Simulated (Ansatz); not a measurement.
## Hypothetical zinc blende SbAs: pressure series

Base system: SbAs in the zinc blende structure (space group F-43m, No. 216; a hypothetical phase, not in the database extracts checked).

```
SbAs
1.0
    0.00000     3.26882     3.26882
    3.26882     0.00000     3.26882
    3.26882     3.26882     0.00000
Sb As
1 1
Cartesian
  4.90324   4.90324   4.90324
  0.00000   0.00000   0.00000
```

Cell and atoms are relaxed at each pressure.

Levels (all Ansatz, a first-principles code, PAW): PBE (420 eV, no spin-orbit coupling); r2SCAN (500 eV, spin-orbit coupling left out).

The base cell above is that of PBE; each level relaxes its own structures.

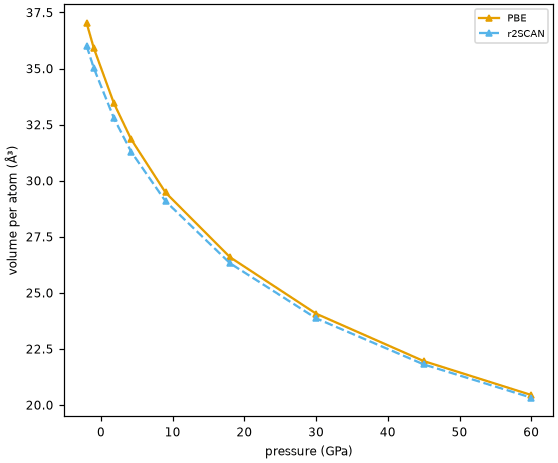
Volume per atom under two levels

Task: How do the two levels compare along the series?

Result: PBE lies above r2SCAN in every row, by 0.12 Å³ to 1.02 Å³. They put the cases in the same order.

Load acts through the strain it causes; cell and atoms are relaxed under it. No phonon test of stability was made. No other phases were tried under pressure. The final runs are not spin-polarised.
